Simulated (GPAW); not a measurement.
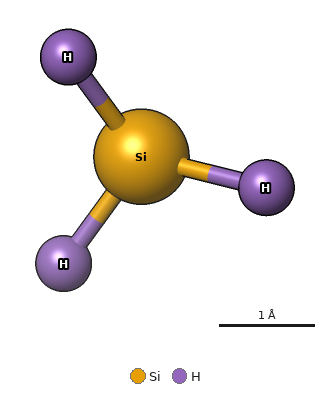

**Figure 1.** The starting structure (ball-and-stick view, seen at an oblique angle). Bond lengths as drawn: H–Si 1.43 to 1.53 Å.

# Run report: SiH3, geometry relaxation (part 1 of 4)

The run: geometry relaxation of SiH3, multiplicity 2, SMILES [SiH3]. Method and program: WC/plane waves, UKS, scalar-relativistic datasets (GPAW 26.7.0).

The atoms were displaced at random from an optimised geometry.

## What the program printed
```
__  _  _
 | _ |_)|_||  |
 |__||  | ||/\| - 26.7.0

units:  Angstrom and eV
cores:  1
OpenMP: False

Versions:
  Python: 3.12.14
  ASE:    3.29.0
  Numpy:  2.5.5
  Scipy:  1.18.1
  Libxc:  7.0.0

        _gpaw.cpython-312-aarch64-linux-gnu.so

Input parameters:
  mode=PW(ecut=450),
  maxiter=100,
  occupations=Occupations(name='fermi-dirac', width=0.0, fixmagmom=True),
  symmetry=Symmetry(point_group=False, time_reversal=False),
  xc=XC(name='WC')

Diagonalizing LCAO Hamiltonian
Converting LCAO to pw mode
        .----------------------------.
       /|                            |
      / |                            |
     /  |                            |
    /   |                            |
   /    |                            |
  /     |                            |
 *      |                            |
 |      |                            |
 |      |            H               |
 |      |                            |
 |      |           Si               |
 |      |         H                  |
 |      |                            |
 |      |                            |
 |      .----------------------------.
 |     /                            /
 |    /                            /
 |   /                            /
 |  /                            /
 | /                            /
 |/                            /
 *----------------------------*

Atoms  # Å, Bohr magnetons
|   | symbol |        x |        y |        z |    initial magnetic moments |
|---|--------|----------|----------|----------|-----------------------------|
| 0 |     Si | 6.285308 | 6.254389 | 5.766674 | ( 0.0000,  0.0000,  1.0000) |
| 1 |      H | 6.643328 | 6.967439 | 7.068284 | ( 0.0000,  0.0000,  0.0000) |
| 2 |      H | 5.810066 | 4.914918 | 5.909878 | ( 0.0000,  0.0000,  0.0000) |
| 3 |      H | 5.356672 | 7.085083 | 4.931716 | ( 0.0000,  0.0000,  0.0000) |

Unit cell  # Å
| periodic |         x |         y |         z |   lengths |    angles |
|----------|-----------|-----------|-----------|-----------|-----------|
|       no | 12.000000 |  0.000000 |  0.000000 | 12.000000 | 90.000000 |
|       no |  0.000000 | 12.000000 |  0.000000 | 12.000000 | 90.000000 |
|       no |  0.000000 |  0.000000 | 12.000000 | 12.000000 | 90.000000 |

Number of symmetries: 1
Symmetry operations  # r_c * U_cc + t_c -> r_c
|   | kind |            matrix            |
|---|------|------------------------------|
| 0 |  E   |  1, 0, 0,  0, 1, 0,  0, 0, 1 |

BZ-sampling:
  Number of BZ points: 1
  Number of IBZ points: 1

  Monkhorst-Pack size: [1, 1, 1]
  Monkhorst-Pack shift: [0, 0, 0]

K-points  # in reciprocal-cell coordinates
|   |                                coordinates |     weight |
|---|--------------------------------------------|------------|
| 0 | (  0.00000000,   0.00000000,   0.00000000) | 1.00000000 |

Plane wave coefficients: 18765
Cutoff: 450.00000000000006 eV

Spin-components: 2 (collinear spins)
Bands:           7
Projectors:      14
Spin-degeneracy: 1
Datatype:        float64

  Storage: CPU
  Wave functions: 4_203_360 bytes (4_203_360 per core)
  Projectors: 6_305_040 bytes (6_305_040 per core)

Parallelization:
  kpt:    1
  domain: 1
  band:   1

Density:
  Valence electrons: 7.0
  Components: 2
  Grid points: [60 60 60]
  Charge: 0.0  # |e|

Potential:
  Grid points: [60 60 60]

species:
  Si:
    name:    Silicon
    Z:       14.0
    valence: 4
    core:    10
    charge:  0.0  # [|e|]
    file:    Si.WC
    compensation charges:
      type: gauss
      rc: 0.33  # [Å]
      lmax: 2
    cutoffs:
      filter: 1.86  # [Å]
      core: 2.06  # [Å]
    projectors
    | kind |    occ | energy [eV] | rcut [Å] |
    |------|--------|-------------|----------|
    |   3s |  2.000 |     -10.776 |    1.058 |
    |   3p |  2.000 |      -4.051 |    1.058 |
    |    s |        |      16.435 |    1.058 |
    |    p |        |      23.161 |    1.058 |
    |    d |        |       0.000 |    1.058 |

    Using partial waves for Si as LCAO basis

  H:
    name:    Hydrogen
    Z:       1.0
    valence: 1
    core:    0
    charge:  0.0  # [|e|]
    file:    H.WC
    compensation charges:
      type: gauss
      rc: 0.15  # [Å]
      lmax: 2
    cutoffs:
      filter: 0.85  # [Å]
      core: 0.53  # [Å]
    projectors
    | kind |    occ | energy [eV] | rcut [Å] |
    |------|--------|-------------|----------|
    |   1s |  1.000 |      -6.369 |    0.476 |
    |    s |        |      20.842 |    0.476 |
    |    p |        |       0.000 |    0.476 |

    Using partial waves for H as LCAO basis

Reference energy: -7916.985151  # eV

eigensolver:
  PPCG
  Converge bands: occupied
  niter=2

density mixing:
  MSR1-Mixer
  Pratt-step length: 0.05
  Maximum mixing coefficient: 0.75
  Old densities: 10
  SVD Regularization: 0.005
  Good broyden scale: 1.0
  Trust region scale: 1.0
  Backstep threshold: 4.0
  History deletion threshold: 6.0
  Fourier metric: weight=20.0, sigma=0.015

occupation numbers:
  Fixed magnetic moment: 1.000
  # Zero width

poisson solver:
  ecut: 3600.0000000000005  # eV

xc functional:
  name: WC with 2 nearest neighbor stencil

Initialization done in: 1.817 s

convergence criteria:
- Maximum [total energy] change in last 3 cyles: 0.0005 eV / valence electron
- Maximum integral of absolute [dens]ity change: 0.0001 electrons / valence electron
- Maximum integral of absolute [eigenst]ate change: 4e-08 eV^2 / valence electron
maximum number of iterations: 100

SCF iterations
|iter     |     time |      energy | eigst |  dens |  magmom |
|---------|----------|-------------|-------|-------|---------|
|iter:   1| 00:00:02 |  -14.540708 | +0.57 |       |  +0.9905|
|iter:   2| 00:00:04 |  -14.488772 | -1.08 | -0.42 |  +0.9909|
|iter:   3| 00:00:06 |  -13.839707 | -1.08 | -0.45 |  +0.9977|
|iter:   4| 00:00:08 |  -13.873918 | -2.34 | -1.06 |  +0.9992|
|iter:   5| 00:00:10 |  -13.885099 | -3.08 | -1.39 |  +1.0000|
|iter:   6| 00:00:11 |  -13.885382 | -4.18 | -2.23 |  +1.0000|
|iter:   7| 00:00:13 |  -13.885398c| -5.49 | -2.84 |  +1.0000|
|iter:   8| 00:00:15 |  -13.885401c| -6.19 | -3.24 |  +1.0000|
|iter:   9| 00:00:17 |  -13.885401c| -7.22 | -3.86 |  +1.0000|
|iter:  10| 00:00:19 |  -13.885401c| -7.58c| -4.28c|  +1.0000|

Converged in 10 steps
SCF loop duration: 16.822 s (1.682 s/step)
Energy contributions relative to reference atoms: (reference = -7916.985151)

Energy contributions:
  Kinetic:          16.577064
  Coulomb:         -17.762709
  Zero:             -0.013675
  External:          0.000000
  Xc:              -12.686081
  Entropy:           0.000000
  Spinorbit:         0.000000
  ----------------------------
  Free energy:     -13.885401
  Extrapolated:    -13.885401

dipole moment: (-0.009875, -0.025150, 0.009425)  # |e|*Ang

Total magnetic moment: (0.000000, 0.000000, 1.000000)

Local magnetic moments
|        x |        y |        z |
|----------|----------|----------|
| 0.000000 | 0.000000 | 0.301391 |  # Si   0
| 0.000000 | 0.000000 | 0.001973 |  # H    1
| 0.000000 | 0.000000 | 0.002231 |  # H    2
| 0.000000 | 0.000000 | 0.001184 |  # H    3

Fermi levels: -1.870, -4.114
Eigenvalues  # (at kpt = [0.000, 0.000, 0.000])
| band index |      eig [eV] | occ [0-1] |      eig [eV] | occ [0-1] |
|------------|---------------|-----------|---------------|-----------|
|          0 |       -13.204 |     1.000 |       -12.697 |     1.000 |
|          1 |        -8.738 |     1.000 |        -8.558 |     1.000 |
|          2 |        -8.455 |     1.000 |        -8.281 |     1.000 |
|          3 |        -5.032 |     1.000 |        -3.196 |     0.000 |
|          4 |        -0.545 |     0.000 |        -0.352 |     0.000 |
|          5 |        -0.047 |     0.000 |         0.310 |     0.000 |
|          6 |         0.128 |     0.000 |         0.421 |     0.000 |

Gap: 2.651 eV
Transition (v -> c):
  (s=1, k=0, n=3, [0.00, 0.00, 0.00]) -> (s=0, k=0, n=4, [0.00, 0.00, 0.00])
No difference between direct/indirect transitions
vacuum-level: 0.148  # V

Forces  # eV/Ang
|        x |        y |        z |
|----------|----------|----------|
|  0.58815 |  1.56779 |  0.04827 |  # Si   0
| -0.18181 | -0.33461 | -0.38205 |  # H    1
| -0.44096 | -1.18123 |  0.26081 |  # H    2
|  0.03463 | -0.05202 |  0.07294 |  # H    3

Force computation time: 0.459  # s
       Step     Time          Energy          fmax
LBFGS:    0 00:00:19      -13.885401        1.675175
        .----------------------------.
       /|                            |
      / |                            |
     /  |                            |
    /   |                            |
   /    |                            |
  /     |                            |
 *      |                            |
 |      |                            |
 |      |            H               |
 |      |                            |
 |      |           Si               |
 |      |         H                  |
 |      |                            |
 |      |                            |
 |      .----------------------------.
 |     /                            /
 |    /                            /
 |   /                            /
 |  /                            /
 | /                            /
 |/                            /
 *----------------------------*

Atoms  # Å, Bohr magnetons
|   | symbol |        x |        y |        z |    initial magnetic moments |
|---|--------|----------|----------|----------|-----------------------------|
| 0 |     Si | 6.293710 | 6.276785 | 5.767364 | ( 0.0000,  0.0000,  0.3014) |
| 1 |      H | 6.640731 | 6.962658 | 7.062826 | ( 0.0000,  0.0000,  0.0020) |
| 2 |      H | 5.803767 | 4.898043 | 5.913604 | ( 0.0000,  0.0000,  0.0022) |
| 3 |      H | 5.357167 | 7.084339 | 4.932758 | ( 0.0000,  0.0000,  0.0012) |

Unit cell  # Å
| periodic |         x |         y |         z |   lengths |    angles |
|----------|-----------|-----------|-----------|-----------|-----------|
|       no | 12.000000 |  0.000000 |  0.000000 | 12.000000 | 90.000000 |
|       no |  0.000000 | 12.000000 |  0.000000 | 12.000000 | 90.000000 |
|       no |  0.000000 |  0.000000 | 12.000000 | 12.000000 | 90.000000 |

Initialization done in: 1.506 s

convergence criteria:
- Maximum [total energy] change in last 3 cyles: 0.0005 eV / valence electron
- Maximum integral of absolute [dens]ity change: 0.0001 electrons / valence electron
- Maximum integral of absolute [eigenst]ate change: 4e-08 eV^2 / valence electron
maximum number of iterations: 100

SCF iterations
|iter     |     time |      energy | eigst |  dens |  magmom |
|---------|----------|-------------|-------|-------|---------|
|iter:   1| 00:00:21 |  -13.938285 | -2.44 |       |  +1.0016|
|iter:   2| 00:00:23 |  -13.936839 | -4.01 | -1.74 |  +1.0015|
|iter:   3| 00:00:25 |  -13.930663 | -3.16 | -1.78 |  +1.0009|
|iter:   4| 00:00:27 |  -13.930209 | -3.86 | -2.23 |  +1.0004|
|iter:   5| 00:00:29 |  -13.930233c| -5.23 | -2.46 |  +1.0000|
|iter:   6| 00:00:30 |  -13.930234c| -6.52 | -3.31 |  +1.0000|
|iter:   7| 00:00:32 |  -13.930234c| -7.37 | -3.64 |  +1.0000|
|iter:   8| 00:00:34 |  -13.930234c| -7.74c| -4.16c|  +1.0000|

Converged in 8 steps
SCF loop duration: 13.245 s (1.656 s/step)
Energy contributions relative to reference atoms: (reference = -7916.985151)

Energy contributions:
  Kinetic:          15.953610
  Coulomb:         -17.291977
  Zero:             -0.013596
  External:          0.000000
  Xc:              -12.578271
  Entropy:           0.000000
  Spinorbit:         0.000000
  ----------------------------
  Free energy:     -13.930234
  Extrapolated:    -13.930234

dipole moment: (-0.004959, -0.007612, 0.010984)  # |e|*Ang

Total magnetic moment: (0.000000, 0.000000, 0.999999)

Local magnetic moments
|        x |        y |        z |
|----------|----------|----------|
| 0.000000 | 0.000000 | 0.301195 |  # Si   0
| 0.000000 | 0.000000 | 0.002477 |  # H    1
| 0.000000 | 0.000000 | 0.002191 |  # H    2
| 0.000000 | 0.000000 | 0.001632 |  # H    3

Fermi levels: -1.878, -4.130
Eigenvalues  # (at kpt = [0.000, 0.000, 0.000])
| band index |      eig [eV] | occ [0-1] |      eig [eV] | occ [0-1] |
|------------|---------------|-----------|---------------|-----------|
|          0 |       -13.173 |     1.000 |       -12.666 |     1.000 |
|          1 |        -8.644 |     1.000 |        -8.465 |     1.000 |
|          2 |        -8.520 |     1.000 |        -8.344 |     1.000 |
|          3 |        -5.049 |     1.000 |        -3.212 |     0.000 |
|          4 |        -0.544 |     0.000 |        -0.354 |     0.000 |
|          5 |        -0.009 |     0.000 |         0.336 |     0.000 |
|          6 |         0.077 |     0.000 |         0.396 |     0.000 |

Gap: 2.668 eV
Transition (v -> c):
  (s=1, k=0, n=3, [0.00, 0.00, 0.00]) -> (s=0, k=0, n=4, [0.00, 0.00, 0.00])
No difference between direct/indirect transitions
vacuum-level: 0.148  # V

Forces  # eV/Ang
|        x |        y |        z |
|----------|----------|----------|
|  0.29103 |  0.47509 | -0.04701 |  # Si   0
| -0.11743 | -0.15143 | -0.13280 |  # H    1
| -0.13752 | -0.38253 |  0.16248 |  # H    2
| -0.03608 |  0.05877 |  0.01730 |  # H    3

Force computation time: 0.468  # s
LBFGS:    1 00:00:35      -13.930234        0.559126
        .----------------------------.
       /|                            |
      / |                            |
     /  |                            |
    /   |                            |
   /    |                            |
  /     |                            |
 *      |                            |
 |      |                            |
 |      |            H               |
 |      |                            |
 |      |           Si               |
 |      |         H                  |
 |      |                            |
 |      |                            |
 |      .----------------------------.
 |     /                            /
 |    /                            /
 |   /                            /
 |  /                            /
 | /                            /
 |/                            /
 *----------------------------*

Atoms  # Å, Bohr magnetons
|   | symbol |        x |        y |        z |    initial magnetic moments |
|---|--------|----------|----------|----------|-----------------------------|
| 0 |     Si | 6.300083 | 6.287328 | 5.766367 | ( 0.0000,  0.0000,  0.3012) |
| 1 |      H | 6.638172 | 6.959336 | 7.059892 | ( 0.0000,  0.0000,  0.0025) |
| 2 |      H | 5.800718 | 4.889573 | 5.917146 | ( 0.0000,  0.0000,  0.0022) |
| 3 |      H | 5.356401 | 7.085587 | 4.933145 | ( 0.0000,  0.0000,  0.0016) |

Unit cell  # Å
| periodic |         x |         y |         z |   lengths |    angles |
|----------|-----------|-----------|-----------|-----------|-----------|
|       no | 12.000000 |  0.000000 |  0.000000 | 12.000000 | 90.000000 |
|       no |  0.000000 | 12.000000 |  0.000000 | 12.000000 | 90.000000 |
|       no |  0.000000 |  0.000000 | 12.000000 | 12.000000 | 90.000000 |

Initialization done in: 1.488 s

convergence criteria:
- Maximum [total energy] change in last 3 cyles: 0.0005 eV / valence electron
- Maximum integral of absolute [dens]ity change: 0.0001 electrons / valence electron
- Maximum integral of absolute [eigenst]ate change: 4e-08 eV^2 / valence electron
maximum number of iterations: 100

SCF iterations
|iter     |     time |      energy | eigst |  dens |  magmom |
|---------|----------|-------------|-------|-------|---------|
|iter:   1| 00:00:36 |  -13.939568 | -3.02 |       |  +1.0017|
|iter:   2| 00:00:38 |  -13.939195 | -4.62 | -2.03 |  +1.0016|
|iter:   3| 00:00:40 |  -13.937617c| -3.81 | -2.08 |  +1.0010|
|iter:   4| 00:00:42 |  -13.937469c| -4.42 | -2.52 |  +1.0004|
|iter:   5| 00:00:44 |  -13.937473c| -5.79 | -2.76 |  +1.0000|
|iter:   6| 00:00:45 |  -13.937473c| -7.06 | -3.53 |  +1.0000|
|iter:   7| 00:00:47 |  -13.937473c| -7.88c| -3.88 |  +1.0000|
|iter:   8| 00:00:49 |  -13.937473c| -7.97c| -4.36c|  +1.0000|

Converged in 8 steps
SCF loop duration: 12.999 s (1.625 s/step)
Energy contributions relative to reference atoms: (reference = -7916.985151)

Energy contributions:
  Kinetic:          15.618105
  Coulomb:         -17.029521
  Zero:             -0.013477
  External:          0.000000
  Xc:              -12.512581
  Entropy:           0.000000
  Spinorbit:         0.000000
  ----------------------------
  Free energy:     -13.937473
  Extrapolated:    -13.937473

dipole moment: (-0.001518, 0.000979, 0.011185)  # |e|*Ang

Total magnetic moment: (0.000000, 0.000000, 1.000000)

Local magnetic moments
|        x |        y |        z |
|----------|----------|----------|
| 0.000000 | 0.000000 | 0.301171 |  # Si   0
| 0.000000 | 0.000000 | 0.002837 |  # H    1
| 0.000000 | 0.000000 | 0.002314 |  # H    2
| 0.000000 | 0.000000 | 0.001989 |  # H    3

Fermi levels: -1.887, -4.148
Eigenvalues  # (at kpt = [0.000, 0.000, 0.000])
| band index |      eig [eV] | occ [0-1] |      eig [eV] | occ [0-1] |
|------------|---------------|-----------|---------------|-----------|
|          0 |       -13.158 |     1.000 |       -12.652 |     1.000 |
|          1 |        -8.623 |     1.000 |        -8.443 |     1.000 |
|          2 |        -8.513 |     1.000 |        -8.335 |     1.000 |
|          3 |        -5.067 |     1.000 |        -3.229 |     0.000 |
|          4 |        -0.545 |     0.000 |        -0.356 |     0.000 |
|          5 |        -0.015 |     0.000 |         0.322 |     0.000 |
|          6 |         0.068 |     0.000 |         0.405 |     0.000 |

Gap: 2.685 eV
Transition (v -> c):
  (s=1, k=0, n=3, [0.00, 0.00, 0.00]) -> (s=0, k=0, n=4, [0.00, 0.00, 0.00])
No difference between direct/indirect transitions
vacuum-level: 0.148  # V
```
